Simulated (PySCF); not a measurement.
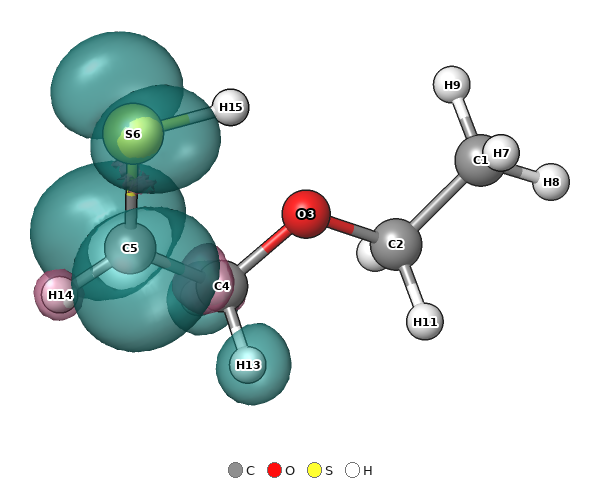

Figure 1: C4H9OS (SMILES CCOC[CH]S) (doublet). Isosurfaces of the spin density at +0.02 (teal) and −0.02 e/Å³ (pink), seen at a tilt.

Geometry: GFN2-xTB.

Method: UKS B3LYP, pcH-1 on C H O S, non-relativistic, mean-field spin-orbit, GIAO in PySCF 2.14.0, density-fitted response routines.

```xyz
15

C    -1.6863    1.5604   -0.1056
C    -1.0755    0.2514   -0.5772
O     0.1303    0.0432    0.1225
C     0.7943   -1.1434   -0.2307
C     2.0415   -1.2971    0.5578
S     2.5750   -0.1242    1.6843
H    -0.9998    2.3798   -0.3006
H    -2.6194    1.7436   -0.6303
H    -1.8797    1.5160    0.9628
H    -1.7637   -0.5872   -0.3873
H    -0.8757    0.2883   -1.6597
H     0.1284   -2.0147   -0.0597
H     1.0220   -1.1394   -1.3175
H     2.6833   -2.1387    0.3937
H     1.5208    0.6702    1.5255
```

Describe the spin distribution.

The unpaired spin (1 electron) lies mostly on C5 (about 0.6) and S6 (about 0.3), in electrons by Hirshfeld's partition.
